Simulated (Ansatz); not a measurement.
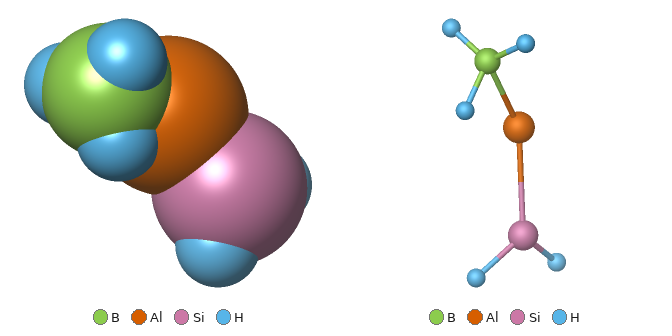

Both panels show the same species.

State: neutral, doublet. Computed geometry: PBE0-D4/def2-TZVP optimisation. No frequency run is at hand to confirm it as a minimum.

What does the picture show?

The molecule is AlBH₅Si. It is an open-shell species. Coordination, clear cases only: 1 Al bent.

More results for the same structure follow; atom numbers are the same in all pictures, views and colours differ.

### Geometry

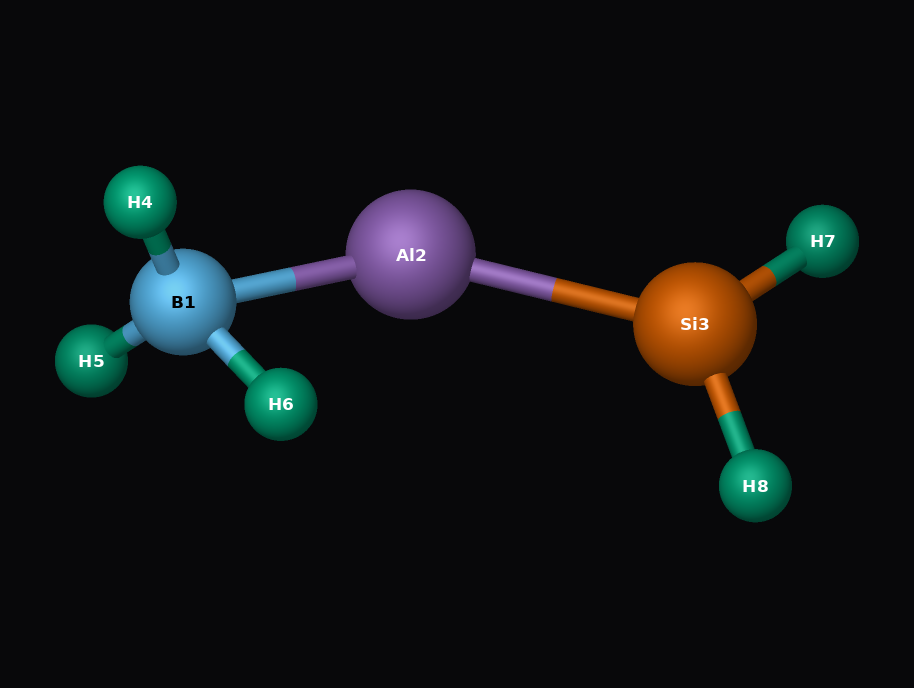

No frequency run is at hand to confirm it as a minimum.

Estimate the angles Al2–B1–H4, Al2–B1–H5, Al2–B1–H6, H4–B1–H5, H4–B1–H6, H5–B1–H6, B1–Al2–Si3, Al2–Si3–H7, Al2–Si3–H8, H7–Si3–H8.

```csv
angle,degrees
Al2–B1–H4,111.5
Al2–B1–H5,115.5
Al2–B1–H6,71.1
H4–B1–H5,122.4
H4–B1–H6,112.2
H5–B1–H6,113.1
B1–Al2–Si3,143.8
Al2–Si3–H7,120.8
Al2–Si3–H8,124.4
H7–Si3–H8,109.9
```

### Charges

The questions are on Mulliken charges. No frequency run is at hand to confirm it as a minimum. Properties computed with UKS PBE0-D4/def2-TZVP (Ansatz 0.2.0).

Which atom carries the highest charge (most positive or least negative)?

Answer. Al2 (0.29 e).

And the lowest?

Answer. B1 (−0.25 e).

Give the Mulliken charges atom by atom.

| atom | value (e) |
| --- | --- |
| B1 | −0.25 |
| Al2 | 0.29 |
| Si3 | −0.15 |
| H4 | 0.02 |
| H5 | 0.02 |
| H6 | 0.03 |
| H7 | 0.02 |
| H8 | 0.02 |

### Electronic properties

No frequency run is at hand to confirm it as a minimum. Method: UKS PBE0-D4/def2-TZVPP (Ansatz 0.2.0).

Computed properties:

- HOMO energy (Kohn–Sham orbital): −6.34 eV
- ⟨S²⟩ of the determinant: 0.759
- dispersion correction: −12.2 kJ/mol

### Dipole moment

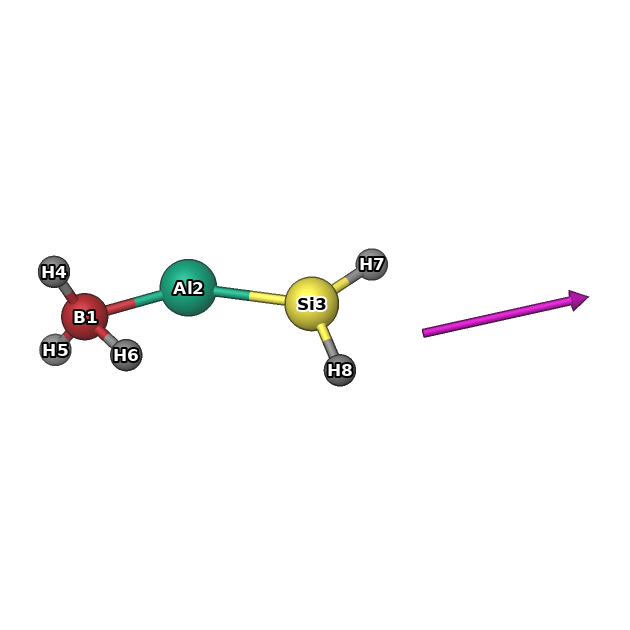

The arrow beside the molecule shows the direction of the dipole moment, from the negative to the positive end (its length means nothing). No frequency run is at hand to confirm it as a minimum. Method: UKS PBE0-D4/def2-TZVP (Ansatz 0.2.0).

How large is the dipole moment?

Answer. 3.00 D; it points from the side of H4, H5 to the side of H7 (the outermost atoms at the two ends).

Mulliken values depend strongly on the basis set and can even reverse the polarity of a bond.
